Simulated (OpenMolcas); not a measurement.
Single-point calculation, with input and output: C2H3Si (part 3 of 3)

C2H3Si, multiplicity 4; MC-PDFT (ftBLYP)/cc-pVDZ-DK (OpenMolcas 26.06). The geometry is that of the parent species in another charge or spin state. The geometry comes from this level: PBE0-D4/def2-TZVP. The settings are looser than a standard set-up, so the numbers are not reference values.

Geometry of the input (Å):
```
C  1.0197  -1.3023  0.5350
C  0.3760  -0.3545  0.1457
Si -0.4445  1.1369  -0.4495
H  1.5754  -2.1444  0.8794
H  -1.1376  0.8946  -1.7388
H  -1.3469  1.7056  0.5818
```

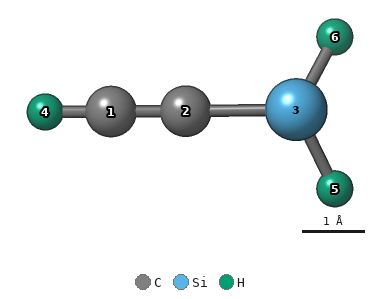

**Figure 1.** The structure as given in the input (ball-and-stick view, seen on its broad side; atoms are numbered from 1 in the order of the input).

Log, continued:
```
      Cholesky decomposition                     On
      Type of calculation                        MC-PDFT
      On-Top Functional                          FT:BLYP
      Exchange scaling factor                    1.00
      Correlation scaling factor                 1.00
      Wave function energy weight                0.25
--

      Numerical integration parameters
      --------------------------------
      Radial quadrature type:                         MHL
      Size of radial grid:                            75
      Lebedev angular grid:                           29
      Angular grid pruned with the crowding factor:  3.00E+00
                                 and fading factor:  6.00E+00
      Screening threshold for integral computation:   1.00E-11
      Radial quadrature accuracy:                     1.00E-25
      Maximum batch size:                             128
      AO values are stored on disk

++    DFT functional specifications:
      ------------------------------
      Using Libxc version: 6.2.2
      Please cite the following reference:
      S. Lehtola, C. Steigemann, M. J.T. Oliveira, and M. A.L. Marques.,  SoftwareX 7, 1–5 (2018) doi:10.1016/j.softx.2017.11.002

      * Becke 88
        - A. D. Becke.,  Phys. Rev. A 38, 3098 (1988) doi:10.1103/PhysRevA.38.3098
      * Lee, Yang & Parr
        - C. Lee, W. Yang, and R. G. Parr.,  Phys. Rev. B 37, 785 (1988) doi:10.1103/PhysRevB.37.785
        - B. Miehlich, A. Savin, H. Stoll, and H. Preuss.,  Chem. Phys. Lett. 157, 200 (1989) doi:10.1016/0009-2614(89)87234-3
--
   File JOBOLD not found -- use JOBIPH.
      The MO-coefficients are taken from the file:
      JOBIPH
 Reference MC-SCF energies taken from JOBIPH

++    MC-PDFT RESULTS, STATE 0001
      ---------------------------

      MCSCF reference energy                                             -366.05249886

      Integrated total density:                                                 29.000
      Integrated alpha density before functional transformation:                16.000
      Integrated  beta density before functional transformation:                13.000
      Integrated alpha density  after functional transformation:                17.608
      Integrated  beta density  after functional transformation:                11.392
      Integrated alpha tau     before functional transformation:                 0.000
      Integrated  beta tau     before functional transformation:                 0.000
      Integrated alpha tau      after functional transformation:                 0.000
      Integrated  beta tau      after functional transformation:                 0.000
      NOTE:
      Densities after transformation are intermediate quantities
      and should not be interpreted as real spin densities

      Exchange energy scaling factor                                          1.000000
      Correlation energy scaling factor                                       1.000000

      Integrated alpha exchange energy                                      -19.148496
      Integrated beta  exchange energy                                      -12.859347
      Integrated  correlation   energy                                       -0.995558

      Nuclear Repulsion energy                                             75.76256093
      CASSCF contribution energy                                         -334.10271187
      On-top energy                                                       -33.00340091

      Information for hybrid PDFT:
      Wave function percentage (Lambda*100)                                      25.00
      Wave function energy                                                -91.51312472
      PDFT energy                                                        -275.32958459

      Total MCPDFT energy for state   1                                  -366.84270930
--

::    MCPDFT root number  1 Total energy:   -366.84270930

--- Stop Module: mcpdft /rc=_RC_ALL_IS_WELL_ ---
--- Module mcpdft spent 1 second ---

.##################.
.# Happy landing! #.
.##################.

    Timing: Wall=7.05 User=5.92 System=0.99
```

Results in brief:

```json
{"quantity": "outcome", "value": "converged"}
{"quantity": "total energy", "value": "−366.842709 hartree"}
{"quantity": "basis functions", "value": "61"}
{"quantity": "dipole moment", "value": "1.06 debye"}
{"quantity": "wall time", "value": "7.5 s"}
{"quantity": "peak memory", "value": "0.079 GiB"}
```

Notes:

Settings chosen away from the usual ones: partner set to other spin (from base). These settings are looser than, or depart from, a standard set-up, so the numbers are not reference values for this system. The record of the run, not the program, notes: basis set made for a relativistic Hamiltonian, run without one.
